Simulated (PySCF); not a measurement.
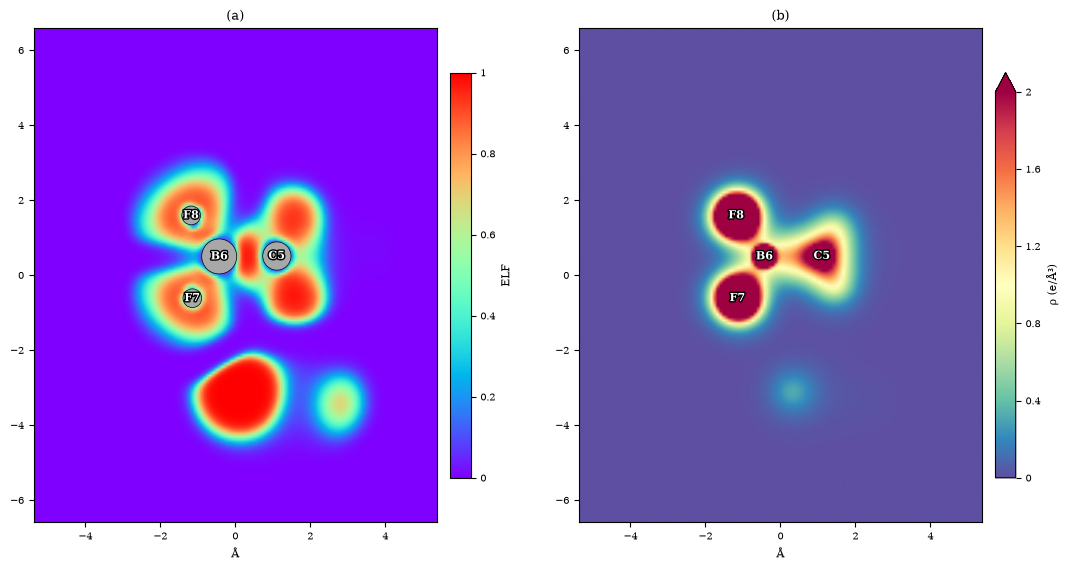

The picture shows: CH10B2F2Si3. (a) ELF; (b) total electron density on the plane of atoms C5, B6 and F8. Grey discs cover the atomic cores in the ELF map.

Geometry: GFN2-xTB.

All numbers below come from PBE0/pcSseg-1, SCF density, gas phase, non-relativistic in PySCF.

```yaml
atoms:
  - { symbol: B, position_ang: [0.6535, 2.4749, -0.1909] }
  - { symbol: Si, position_ang: [1.0119, 0.7058, -0.9026] }
  - { symbol: Si, position_ang: [2.3400, -0.5441, 0.5774] }
  - { symbol: Si, position_ang: [-0.9116, -0.5116, -1.4422] }
  - { symbol: C, position_ang: [-1.6362, -1.3523, 0.1409] }
  - { symbol: B, position_ang: [-1.9570, -0.2526, 1.1683] }
  - { symbol: F, position_ang: [-1.0576, 0.2214, 2.0248] }
  - { symbol: F, position_ang: [-3.1081, 0.4015, 1.2163] }
  - { symbol: H, position_ang: [-0.0618, 2.6077, 0.7258] }
  - { symbol: H, position_ang: [1.1517, 3.4441, -0.6177] }
  - { symbol: H, position_ang: [1.7671, 0.7055, -2.1851] }
  - { symbol: H, position_ang: [1.6665, -0.7883, 1.8515] }
  - { symbol: H, position_ang: [3.6152, 0.1069, 0.8956] }
  - { symbol: H, position_ang: [2.6786, -1.8587, 0.0215] }
  - { symbol: H, position_ang: [-2.0188, 0.2640, -2.0268] }
  - { symbol: H, position_ang: [-0.7336, -1.6501, -2.3585] }
  - { symbol: H, position_ang: [-2.5172, -1.9135, -0.1572] }
  - { symbol: H, position_ang: [-0.8915, -2.0545, 0.5073] }
```

Question: Read the bonding off the picture.

Answer:
- The plane passes through C, B and F nuclei.
- B–F (1.32 Å): ρ at the midpoint is about 2.2 e/Å³; the ELF peaks at about 0.85 between the atoms: a polar covalent bond.
- C–B (1.54 Å): ρ is about 1.5 e/Å³ halfway; the ELF peaks at about 0.95 between the atoms (a covalent bond).
- The ELF also peaks beside F7 and F8, away from the bonds: lone-pair regions.
